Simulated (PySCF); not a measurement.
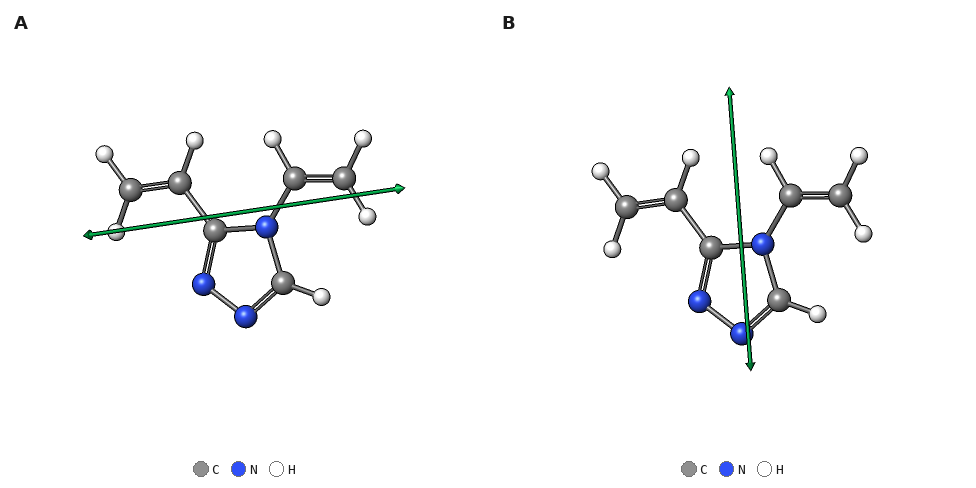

The double arrows show the directions of two transition dipoles from the ground state (lengths mean nothing). The geometry was computed by an optimisation with GFN2-xTB. No frequency run is at hand to confirm it as a minimum. Method: TDDFT PBE0/def2-SVPD, vertical, gas phase, core orbitals frozen in the response (PySCF 2.14.0).

One belongs to singlet state 3 and one to singlet state 5. Which is which?

Answer. A: state 3, 5.32 eV (233 nm), oscillator strength 0.29, mainly HOMO−2 → LUMO (weight 0.69).
B: state 5, 5.62 eV (221 nm), oscillator strength 0.081, mainly HOMO → LUMO+1 (weight 0.63).
